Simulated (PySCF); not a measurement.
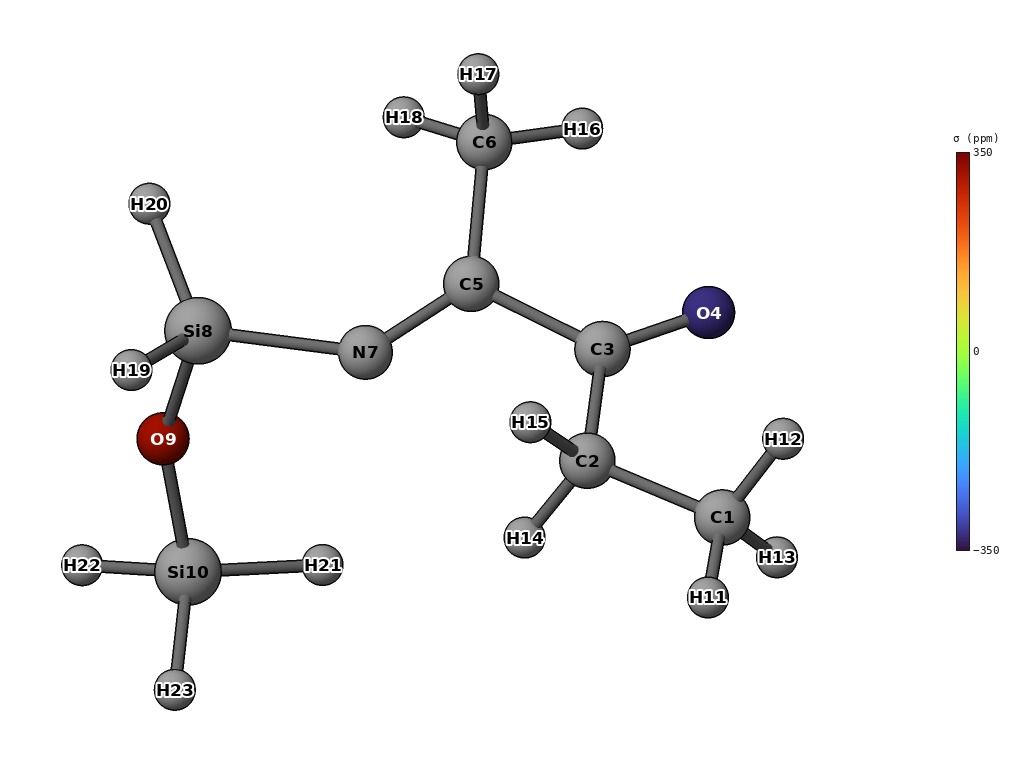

Atoms are coloured by their isotropic NMR shieldings (O only, the others grey). The computed structure is the end point of a GFN2-xTB optimisation. No frequency run is at hand to confirm it as a minimum. Method: GIAO PBE0/pcSseg-1 NMR shielding, non-relativistic, gas phase (PySCF 2.14.0).

List the isotropic NMR shieldings of the O atoms.

```tsv
atom	σ (ppm)
O4	−321.9
O9	318.3
```

The geometry is semi-empirical. Around Si such bond lengths and angles can be off by a tenth of an ångström or more and by several degrees, and values that hang on the shape move with them.
